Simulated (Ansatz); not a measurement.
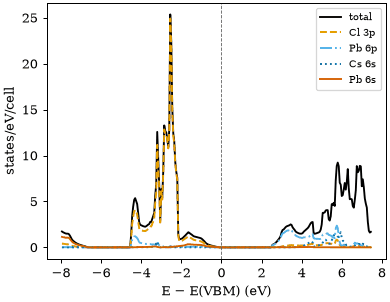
*Total and projected density of states of CsPbCl₃ (cubic perovskite, Pm-3m), DFT-r²SCAN in the program Ansatz with PAW potentials*

Task: Which orbitals carry the states next to the gap?

Result: Top 1 eV of the valence band: Cl 3p 64 %, Pb 6s 28 %, Pb 6p 6 %. Bottom 1 eV of the conduction band: Pb 6p 80 %, Cl 3s 7 %, Cl 3p 7 %, outside the projected shells 5 %. Projections are on Löwdin-orthogonalised atomic valence shells; empty p or d shells of many metals are not among them.

Task: Where is the tallest occupied peak in this window, and what makes it?

Result: Near -2.5 eV, about 25 states/eV per cell; the largest projected share is Cl 3p.

This is a known high-temperature phase of the composition, computed here at zero pressure and temperature. The cell was relaxed with r²SCAN under the symmetry of its start; whether a distortion lowers the energy is not shown. Spin–orbit coupling is left out wherever it is not named.

Potentials: the later of the program's two PAW sets.
